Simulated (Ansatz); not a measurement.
**CH2F3N: inversion of the pyramid at N1**

How high is the barrier for the inversion of the pyramid at N1? Relax the two ends, then run a nudged elastic band between them. SMILES of the start: NC(F)(F)F.

Method: RKS B3LYP-D4/def2-mTZVP, in Ansatz 0.2.0.

**1. Starting point**

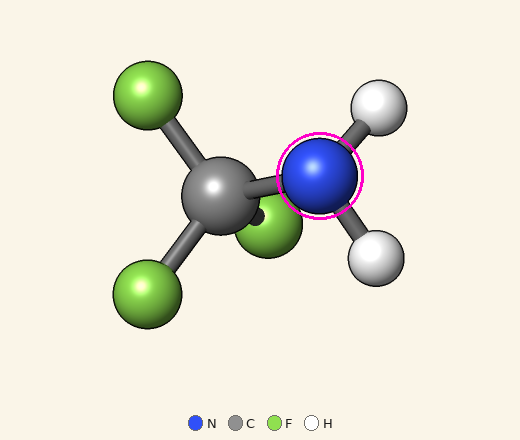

The starting structure, seen from a chosen angle (nitrogen blue, carbon grey, fluorine green, hydrogen white). Ringed: N1.

As a file:

```xyz
7

N     0.2390    0.4876    0.7683
C     0.0555   -0.4336   -0.2913
F    -0.8876    0.0134   -1.1858
F    -0.2782   -1.5979    0.2010
F     1.2318   -0.6019   -0.9444
H    -0.7486    0.6638    1.1193
H     0.4493    1.4006    0.2872
```

**2. Relaxing end A**

input.yaml

```yaml
crystal:
  periodic: [false, false, false]
  atoms:
    - { symbol: "N", position_ang: [0.239, 0.4876, 0.7683] }
    - { symbol: C, position_ang: [0.0555, -0.4336, -0.2913] }
    - { symbol: F, position_ang: [-0.8876, 0.0134, -1.1858] }
    - { symbol: F, position_ang: [-0.2782, -1.5979, 0.201] }
    - { symbol: F, position_ang: [1.2318, -0.6019, -0.9444] }
    - { symbol: H, position_ang: [-0.7486, 0.6638, 1.1193] }
    - { symbol: H, position_ang: [0.4493, 1.4006, 0.2872] }
basis:
  gaussian: { orbitals: def2-mTZVP }
hamiltonian:
  xc: b3lyp
  dispersion: d4
relax:
  f_tol: 0.015
  max_steps: 40
```

Launch:

```bash
> ansatz run input.yaml --threads 2 --pin off --max-ram 3072MiB --backend cpu --events-out ev --progress --plain --runs-dir out
```

The log of the run (excerpt; [...] marks lines left out):

```text
Warning: RAYON_NUM_THREADS=2 ignored (pool sized by the plan → 2); use --threads N
[...]
Functional definition: B3LYP
[...]
839 factors; their error is unknown
[...]
mean field -10714.62692439 eV, -393.7552768365 hartree, gradient 3.5e-5 eV, S^2 0.000000; 0 other end points of the search recorded, 0 dependent functions left out
[...]
reference -10714.62709694 eV, -393.7552831776 hartree; 21, 21 occupied and 80, 80 virtual orbitals, 839 factors
relax step   1: F+E_penalty+E_count = -10714.77554300 eV  Δ(F+E_penalty+E_count) = +0.000e0 eV  max|allowed force component| = 1.921e0 eV/Å  Δτ_max = 0.0000 Å  (27 SCF iters, accepted)
[...]
relax step   5: F+E_penalty+E_count = -10715.01030982 eV  Δ(F+E_penalty+E_count) = -4.221e-3 eV  max|allowed force component| = 1.579e-2 eV/Å  Δτ_max = 0.0162 Å  (31 SCF iters, accepted)
[...]
relax step   6: F+E_penalty+E_count = -10715.01053200 eV  Δ(F+E_penalty+E_count) = -2.222e-4 eV  max|allowed force component| = 7.229e-3 eV/Å  Δτ_max = 0.0176 Å  (30 SCF iters, accepted)
839 factors; their error is unknown
[...]
mean field -10714.86220820 eV, -393.7639233568 hartree, gradient 1.9e-5 eV, S^2 0.000000; 1 other end points of the search recorded, 0 dependent functions left out
[...]
reference -10714.86238271 eV, -393.7639297702 hartree; 21, 21 occupied and 80, 80 virtual orbitals, 839 factors
Total energy: -10715.01070652 eV, -393.7693805693 hartree
Atom 0 at     0.179617     0.536141     0.712601 Å, force     0.001701    -0.004006    -0.003605 eV/Å
Atom 1 at     0.051724    -0.412440    -0.305998 Å, force    -0.001048     0.004129     0.007229 eV/Å
Atom 2 at    -0.870628    -0.102675    -1.274821 Å, force     0.000381    -0.001214    -0.001124 eV/Å
Atom 3 at    -0.333184    -1.598584     0.203562 Å, force     0.000062    -0.000204    -0.003551 eV/Å
Atom 4 at     1.224489    -0.569832    -0.949672 Å, force     0.000106    -0.001991     0.000180 eV/Å
Atom 5 at    -0.690831     0.652544     1.219636 Å, force    -0.000268     0.000157     0.001880 eV/Å
Atom 6 at     0.500013     1.426847     0.348992 Å, force    -0.000934     0.003130    -0.001009 eV/Å
Dipole moment:    -0.147991     0.489640     0.232379 e Å
```

Wall time 9.9 s (2 threads of Arm Neoverse V2, shared host); peak memory 0.17 GiB.

The steps of the relaxation:

```
step  energy from step 1 (eV)  largest force component (eV/Å)
   1                   0.0000                          1.9209
   2                  -0.1699                          0.8719
   3                  -0.1913                          0.7740
   4                  -0.2305                          0.4768
   5                  -0.2348                          0.0158
   6                  -0.2350                          0.0072
```

Step 1 is the start.

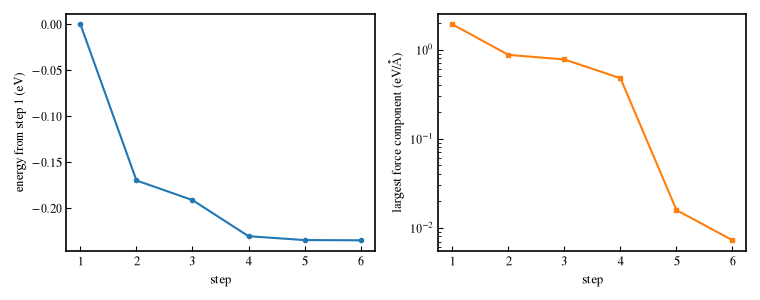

Energy and largest force along the relaxation.

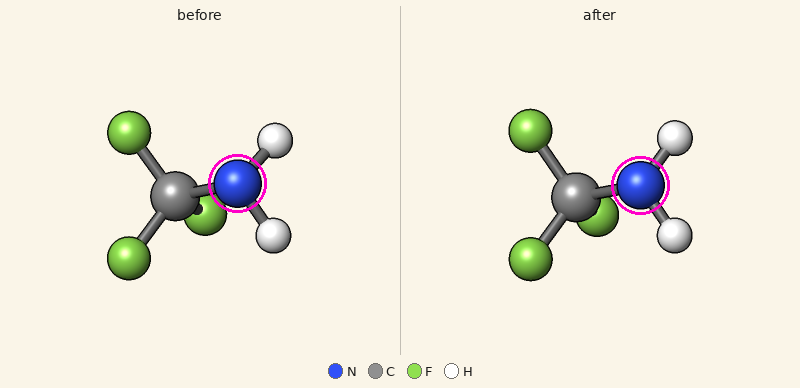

Before and after, at one scale.

After: Bond lengths: N1–C2 1.398 Å, C2–F3 1.373 Å, C2–F4 1.347 Å, C2–F5 1.347 Å, N1–H6 1.014 Å, N1–H7 1.014 Å. Angles: N1–C2–F3 115.0°, N1–C2–F4 110.4°, N1–C2–F5 110.4°, F3–C2–F4 105.9°, F3–C2–F5 105.9°, F4–C2–F5 109.1°, C2–N1–H6 111.3°, C2–N1–H7 111.3°, H6–N1–H7 110.5°.

**3. End point B**

The second end starts from a geometry with the move made by hand.

Changes to input.yaml since step 2:

```diff
@@ -8,4 +8,4 @@
     - { symbol: F, position_ang: [1.2318, -0.6019, -0.9444] }
-    - { symbol: H, position_ang: [-0.7486, 0.6638, 1.1193] }
-    - { symbol: H, position_ang: [0.4493, 1.4006, 0.2872] }
+    - { symbol: H, position_ang: [0.10927, -0.10621, 1.64017] }
+    - { symbol: H, position_ang: [1.27835, 0.65646, 0.79057] }
 basis:
```

Launch:

```bash
> ansatz run input.yaml --threads 2 --pin off --max-ram 3072MiB --backend cpu --events-out ev --progress --plain --runs-dir out
```

The log of the run (excerpt; [...] marks lines left out):

```text
Warning: RAYON_NUM_THREADS=2 ignored (pool sized by the plan → 2); use --threads N
[...]
[... 1 set-up line as earlier in the session ...]
[...]
839 factors; their error is unknown
[...]
mean field -10714.46007122 eV, -393.7491450954 hartree, gradient 2.9e-5 eV, S^2 0.000000; 0 other end points of the search recorded, 0 dependent functions left out
[...]
reference -10714.46024528 eV, -393.7491514921 hartree; 21, 21 occupied and 80, 80 virtual orbitals, 839 factors
relax step   1: F+E_penalty+E_count = -10714.60854483 eV  Δ(F+E_penalty+E_count) = +0.000e0 eV  max|allowed force component| = 1.940e0 eV/Å  Δτ_max = 0.0000 Å  (26 SCF iters, accepted)
[...]
relax step   4: F+E_penalty+E_count = -10714.92701702 eV  Δ(F+E_penalty+E_count) = -6.249e-2 eV  max|allowed force component| = 2.886e-1 eV/Å  Δτ_max = 0.0444 Å  (29 SCF iters, accepted)
[...]
mean field -10714.86214925 eV, -393.7639211905 hartree, gradient 1.9e-5 eV, S^2 0.000000; 1 other end points of the search recorded, 0 dependent functions left out
[...]
reference -10714.86232471 eV, -393.7639276384 hartree; 21, 21 occupied and 80, 80 virtual orbitals, 839 factors
Total energy: -10715.01064770 eV, -393.7693784078 hartree
Atom 0 at     0.224165     0.297299     0.894420 Å, force     0.004547     0.004075     0.009560 eV/Å
Atom 1 at     0.070586    -0.488724    -0.250884 Å, force     0.003726    -0.000072     0.000050 eV/Å
Atom 2 at    -0.583904     0.197474    -1.207657 Å, force     0.001370     0.000572    -0.000138 eV/Å
Atom 3 at    -0.621082    -1.607717     0.038863 Å, force    -0.002030     0.000125    -0.001358 eV/Å
Atom 4 at     1.243754    -0.909459    -0.827164 Å, force    -0.000538    -0.002791    -0.001068 eV/Å
Atom 5 at     0.678654    -0.220253     1.638780 Å, force    -0.000151    -0.000204    -0.004323 eV/Å
Atom 6 at     0.735947     1.149228     0.692183 Å, force    -0.006923    -0.001707    -0.002722 eV/Å
Dipole moment:     0.330020     0.249066     0.380870 e Å
```

Wall time 20 s (2 threads of Arm Neoverse V2, shared host); peak memory 0.18 GiB.

Step by step:

```csv
step,energy from step 1 (eV),largest force component (eV/Å)
1,0.0000,1.9397
2,-0.2471,1.0073
3,-0.2560,1.4470
4,-0.3185,0.2886
5,-0.3207,0.1586
6,-0.3389,0.2655
7x,-0.3230,1.0322
8,-0.3583,0.1419
9,-0.3768,0.1270
10,-0.3971,0.1081
11x,-0.3798,0.6580
12,-0.4009,0.0334
13,-0.4019,0.0096
```

Step 1 is the start. 2 steps were tried and not accepted (marked x).

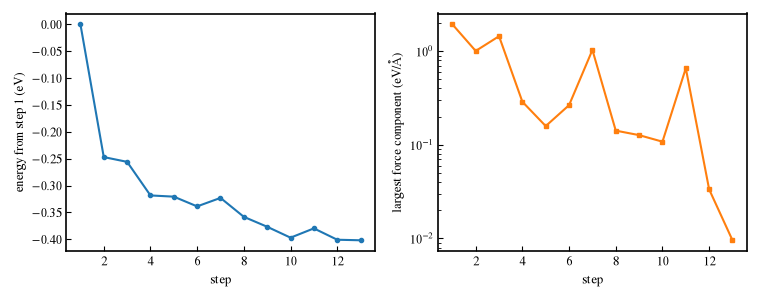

Energy and largest force along the relaxation.

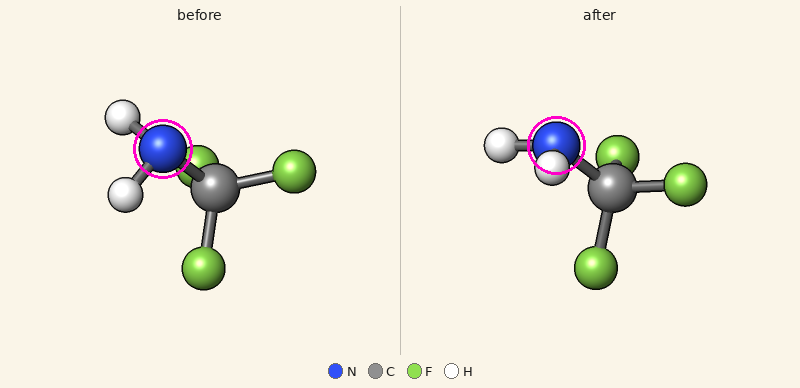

The structure before (left) and after (right), drawn at the same scale.

After: Bond lengths: N1–C2 1.398 Å, C2–F3 1.347 Å, C2–F4 1.347 Å, C2–F5 1.373 Å, N1–H6 1.014 Å, N1–H7 1.014 Å. Angles: N1–C2–F3 110.4°, N1–C2–F4 110.3°, N1–C2–F5 115.0°, F3–C2–F4 109.1°, F3–C2–F5 105.8°, F4–C2–F5 105.9°, C2–N1–H6 111.3°, C2–N1–H7 111.4°, H6–N1–H7 110.4°.

**4. Nudged elastic band**

crystal.atoms is end A as relaxed above, and neb.final_atoms is end B, turned to lie on A. With 5 inner images the band has 7 in all. The start path is listed, through a guess of the saddle.

input.yaml

```yaml
crystal:
  periodic: [false, false, false]
  atoms:
    - { symbol: "N", position_ang: [0.179617, 0.536141, 0.712601] }
    - { symbol: C, position_ang: [0.051724, -0.41244, -0.305998] }
    - { symbol: F, position_ang: [-0.870628, -0.102675, -1.274821] }
    - { symbol: F, position_ang: [-0.333184, -1.598584, 0.203562] }
    - { symbol: F, position_ang: [1.224489, -0.569832, -0.949672] }
    - { symbol: H, position_ang: [-0.690831, 0.652544, 1.219636] }
    - { symbol: H, position_ang: [0.500013, 1.426847, 0.348992] }
basis:
  gaussian: { orbitals: def2-mTZVP }
hamiltonian:
  xc: b3lyp
  dispersion: d4
neb:
  order_check: false
  images: 5
  f_tol: 0.05
  max_iterations: 60
  final_atoms:
    - { symbol: "N", position_ang: [-0.24276444, 0.64606157, 0.58565769] }
    - { symbol: C, position_ang: [-0.04860644, -0.3861164, -0.33632454] }
    - { symbol: F, position_ang: [-0.6625537, -0.09833808, -1.50032275] }
    - { symbol: F, position_ang: [-0.54104721, -1.54333067, 0.14623167] }
    - { symbol: F, position_ang: [1.26254406, -0.63887206, -0.65638496] }
    - { symbol: H, position_ang: [0.1787713, 0.42491205, 1.48114228] }
    - { symbol: H, position_ang: [0.11485642, 1.52768459, 0.2343006] }
  initial_path:
    images:
      - { positions_ang: [[0.179617, 0.536141, 0.712601], [0.051724, -0.41244, -0.305998], [-0.870628, -0.102675, -1.274821], [-0.333184, -1.598584, 0.203562], [1.224489, -0.569832, -0.949672], [-0.690831, 0.652544, 1.219636], [0.500013, 1.426847, 0.348992]] }
      - { positions_ang: [[0.12375634, 0.58110028, 0.67720914], [0.03171822, -0.40276176, -0.31681901], [-0.88260511, -0.11295832, -1.29936023], [-0.317902, -1.56754189, 0.22631442], [1.22563326, -0.55405014, -0.92574194], [-0.70085072, 0.58268657, 1.26027581], [0.58145002, 1.40552627, 0.3324218]] }
      - { positions_ang: [[0.06789568, 0.62605955, 0.64181728], [0.01171243, -0.39308353, -0.32764001], [-0.89458222, -0.12324164, -1.32389947], [-0.30261999, -1.53649977, 0.24906685], [1.22677752, -0.53826829, -0.90181187], [-0.71087044, 0.51282914, 1.30091562], [0.66288704, 1.38420553, 0.3158516]] }
      - { positions_ang: [[0.01203501, 0.67101883, 0.60642542], [-0.00829335, -0.38340529, -0.33846102], [-0.90655933, -0.13352496, -1.3484387], [-0.28733799, -1.50545766, 0.27181927], [1.22792177, -0.52248643, -0.87788181], [-0.72089016, 0.44297171, 1.34155543], [0.74432405, 1.3628848, 0.2992814]] }
      - { positions_ang: [[-0.07289814, 0.66269974, 0.59950285], [-0.02173105, -0.38430899, -0.33774886], [-0.82522412, -0.121796, -1.39906671], [-0.37190773, -1.518082, 0.22995674], [1.23946254, -0.56128164, -0.80404952], [-0.42100301, 0.43695183, 1.38808438], [0.53450151, 1.41781806, 0.27762113]] }
      - { positions_ang: [[-0.15783129, 0.65438066, 0.59258027], [-0.03516874, -0.38521269, -0.3370367], [-0.74388891, -0.11006704, -1.44969473], [-0.45647747, -1.53070633, 0.1880942], [1.2510033, -0.60007685, -0.73021724], [-0.12111585, 0.43093194, 1.43461333], [0.32467897, 1.47275133, 0.25596086]] }
      - { positions_ang: [[-0.24276444, 0.64606157, 0.58565769], [-0.04860644, -0.3861164, -0.33632454], [-0.6625537, -0.09833808, -1.50032275], [-0.54104721, -1.54333067, 0.14623167], [1.26254406, -0.63887206, -0.65638496], [0.1787713, 0.42491205, 1.48114228], [0.11485642, 1.52768459, 0.2343006]] }
```

Launch:

```bash
> ansatz run input.yaml --threads 2 --pin off --max-ram 3072MiB --backend cpu --events-out ev --progress --plain --runs-dir out
```

The log of the run (excerpt; [...] marks lines left out):

```text
Warning: RAYON_NUM_THREADS=2 ignored (pool sized by the plan → 2); use --threads N
[...]
[... 1 set-up line as earlier in the session ...]
[...]
839 factors; their error is unknown
[...]
mean field -10714.86221815 eV, -393.7639237225 hartree, gradient 3.9e-5 eV, S^2 0.000000; 0 other end points of the search recorded, 0 dependent functions left out
[...]
reference -10714.86239356 eV, -393.7639301689 hartree; 21, 21 occupied and 80, 80 virtual orbitals, 839 factors
839 factors; their error is unknown
[...]
mean field -10714.86216327 eV, -393.7639217058 hartree, gradient 2.5e-5 eV, S^2 0.000000; 0 other end points of the search recorded, 0 dependent functions left out
[...]
reference -10714.86233726 eV, -393.7639280998 hartree; 21, 21 occupied and 80, 80 virtual orbitals, 839 factors
NEB end point (image 0): max|allowed force component| = 7.130e-3 eV/Å (the criterion of neb.relax_end_points is 1.000e-2)
[...]
NEB iter   8: max|band force component| = 3.796e-2 eV/Å  barrier→ = 0.1290 eV  barrier← = 0.1289 eV  CI = image 2  Δτ_max = 0.0000 Å  (279 SCF iters)
Total energy: -10714.88175533 eV, -393.7646417007 hartree
Atom 0 at    -0.004397     0.636498     0.566454 Å, force     0.006234     0.002318     0.012790 eV/Å
Atom 1 at     0.005094    -0.387077    -0.351941 Å, force    -0.006066     0.000572     0.001435 eV/Å
Atom 2 at    -0.783119    -0.166834    -1.446903 Å, force     0.002941     0.001362    -0.002378 eV/Å
Atom 3 at    -0.439035    -1.525182     0.224129 Å, force     0.001874     0.002740     0.000656 eV/Å
Atom 4 at     1.243809    -0.620548    -0.865896 Å, force    -0.000437    -0.001507    -0.000508 eV/Å
Atom 5 at    -0.428937     0.495187     1.465118 Å, force     0.002029    -0.001224    -0.008375 eV/Å
Atom 6 at     0.467785     1.499956     0.363339 Å, force    -0.006575    -0.004260    -0.003620 eV/Å
Dipole moment:     0.017373     0.446759     0.447525 e Å
this run last wrote the band of iteration 8 to <dir>
```

Run time: 61 s. Hardware: 2 threads of Arm Neoverse V2, shared host; peak memory 0.18 GiB.

**5. Images and barrier**

Images 0 and 6 are the ends. Energies count from image 0; the path length is the program's own measure over all atoms.

| image | path (Å) | energy (eV) | sum of angles at N1 (°) | band force (eV/Å) |
| --- | --- | --- | --- | --- |
| 0 | 0.000 | 0.0000 | 333.1 | - |
| 1 | 0.313 | 0.0306 | 343.9 | 0.005 |
| 2* | 0.626 | 0.1290 | 359.9 | 0.009 |
| 3 | 0.863 | 0.0734 | 346.2 | 0.014 |
| 4 | 1.099 | 0.0330 | 335.1 | 0.038 |
| 5 | 1.335 | 0.0100 | 333.6 | 0.003 |
| 6 | 1.571 | 0.0001 | 333.1 | - |

The star marks the climbing image.

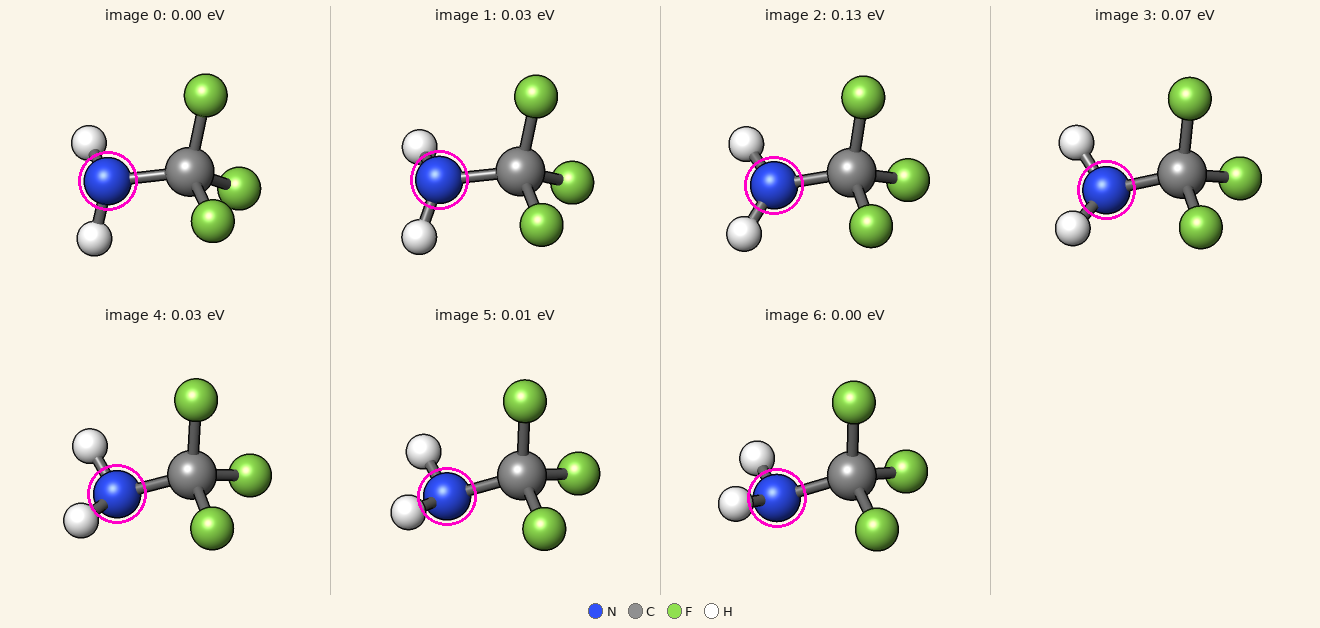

Snapshots along the band, viewed from a chosen angle. Ringed: N1. Sticks join atoms closer than a bonding distance in each image.

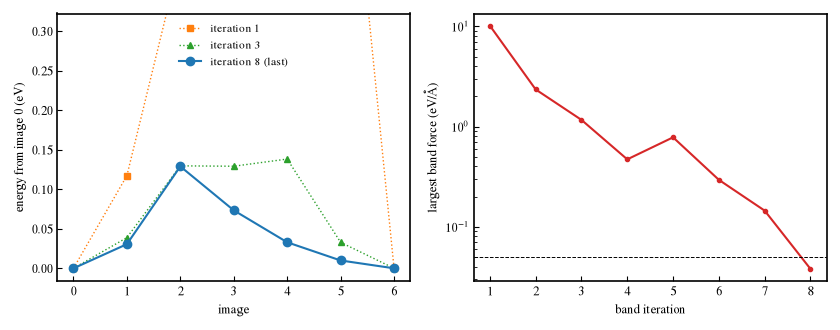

Left: energy of each image for early iterations and the last one (lines only join the points; early values far above the last band run off the scale). Right: the largest band force by iteration, with the threshold dashed.

The top of the band by iteration:

```csv
iteration,highest image above image 0 (eV),largest band force (eV/Å)
1,0.7870,10.162
2,0.3322,2.347
3,0.1383,1.166
4,0.1254,0.471
5,0.1291,0.781
6,0.1291,0.294
7,0.1290,0.145
8,0.1290,0.038
```

Positions of all images (Å):

```xyz
7
image=0 dE=0.0000
N     0.180    0.536    0.713
C     0.052   -0.412   -0.306
F    -0.871   -0.103   -1.275
F    -0.333   -1.599    0.204
F     1.224   -0.570   -0.950
H    -0.691    0.653    1.220
H     0.500    1.427    0.349
7
image=1 dE=0.0306
N     0.164    0.572    0.659
C     0.045   -0.400   -0.328
F    -0.804   -0.103   -1.364
F    -0.411   -1.546    0.218
F     1.240   -0.638   -0.912
H    -0.561    0.551    1.361
H     0.388    1.497    0.321
7
image=2 dE=0.1290
N    -0.004    0.636    0.566
C     0.005   -0.387   -0.352
F    -0.783   -0.167   -1.447
F    -0.439   -1.525    0.224
F     1.244   -0.621   -0.866
H    -0.429    0.495    1.465
H     0.468    1.500    0.363
7
image=3 dE=0.0734
N    -0.139    0.697    0.521
C    -0.028   -0.372   -0.361
F    -0.765   -0.187   -1.485
F    -0.464   -1.507    0.225
F     1.242   -0.597   -0.809
H    -0.300    0.447    1.484
H     0.515    1.452    0.379
7
image=4 dE=0.0330
N    -0.214    0.701    0.528
C    -0.044   -0.369   -0.356
F    -0.723   -0.175   -1.506
F    -0.494   -1.508    0.208
F     1.253   -0.591   -0.737
H    -0.133    0.407    1.492
H     0.416    1.468    0.326
7
image=5 dE=0.0100
N    -0.235    0.674    0.556
C    -0.049   -0.377   -0.347
F    -0.695   -0.139   -1.506
F    -0.515   -1.525    0.182
F     1.256   -0.611   -0.698
H     0.029    0.403    1.496
H     0.269    1.507    0.271
7
image=6 dE=0.0001
N    -0.243    0.646    0.586
C    -0.049   -0.386   -0.336
F    -0.663   -0.098   -1.500
F    -0.541   -1.543    0.146
F     1.263   -0.639   -0.656
H     0.179    0.425    1.481
H     0.115    1.528    0.234
```

(Part 1 of 2 ends here.)
